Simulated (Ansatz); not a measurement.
## Electronic structure of BrGeH$_{3}$O in real space

The calculation's input:

```
crystal:
  periodic: [false, false, false]
  atoms:
    - { symbol: O, position_ang: [-0.5575, -1.3905, 0.1413] }
    - { symbol: Ge, position_ang: [0.3161, 0.1819, 0.1628] }
    - { symbol: Br, position_ang: [-1.176, 1.9843, -0.0648] }
    - { symbol: H, position_ang: [-0.959, -1.3468, -0.7674] }
    - { symbol: H, position_ang: [1.3368, 0.1943, -1.0256] }
    - { symbol: H, position_ang: [1.0817, 0.3128, 1.5074] }
basis:
  gaussian: { orbitals: def2-mTZVP }
hamiltonian:
  xc: pbe0
  dispersion: d4
relax:
  f_tol: 0.02
  max_steps: 50
output:
  orbitals: {}
```

Run with:

```sh
ansatz run input.yaml --threads 2 --pin off --max-ram 3072MiB --backend cpu --events-out ev --progress --plain --runs-dir out
```

The fields are those of the run's last geometry, not of the input's.

Computed with RKS PBE0-D4/def2-mTZVP (Ansatz 0.2.0).

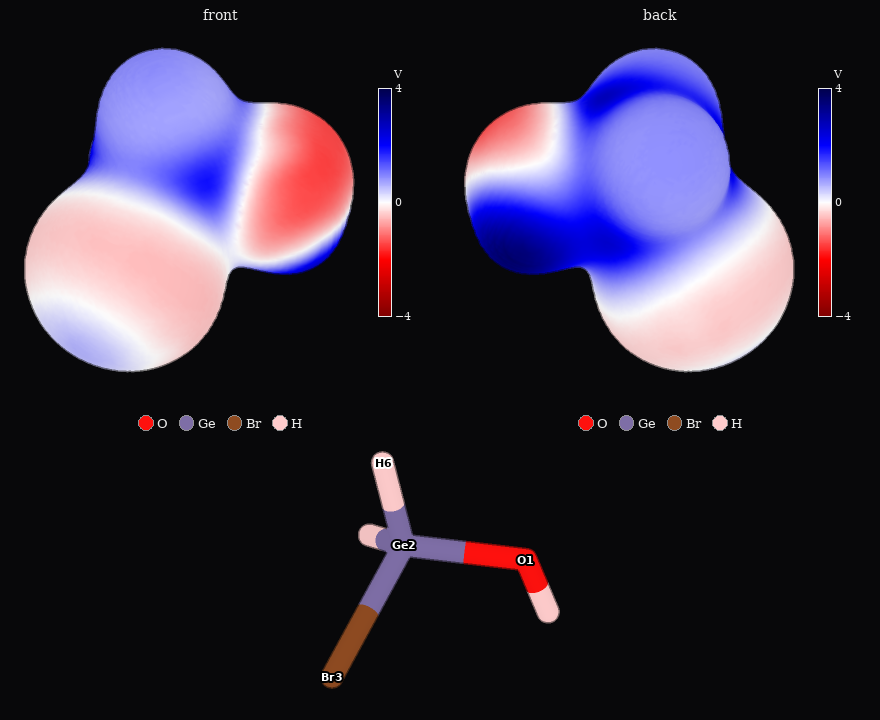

Figure 1. The electrostatic potential painted on the density surface at 0.004 e/bohr³, seen from the front and from behind; red is negative and blue positive. The bare structure is drawn below in the same view.

### Describe the electrostatic potential map.

The most negative region (about −1.4 V, or −32 kcal/mol for a unit charge) lies over O1, the most positive (about +3.6 V, or +83 kcal/mol for a unit charge) over H4. Br3 shows a σ-hole: about +0.6 V, or +14 kcal/mol for a unit charge at the tip opposite its bond, against about −0.4 V, or −9 kcal/mol for a unit charge on its flanks. O1 is the likeliest acceptor of a hydrogen bond.

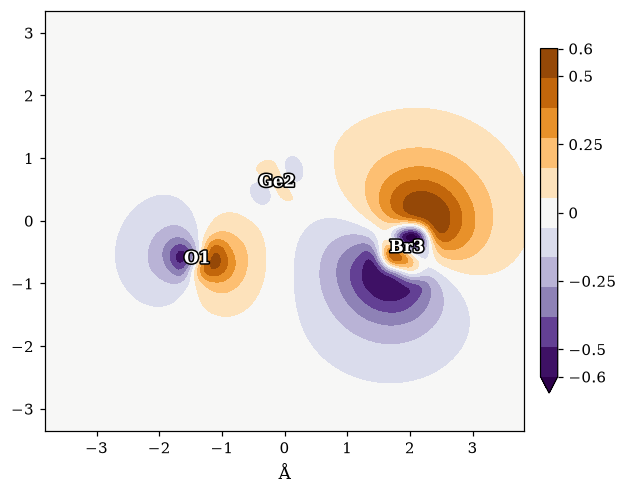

Figure 2. The HOMO−1 on the plane of atoms O1, Ge2 and Br3 (values in Å⁻³ᐟ²; the overall sign is arbitrary).

### What is the character of this orbital?

Its weight (Hirshfeld) is mainly on Br3 (about 85 %) and O1 (about 10 %); largely a lone pair of Br3. Its energy is −8.46 eV.
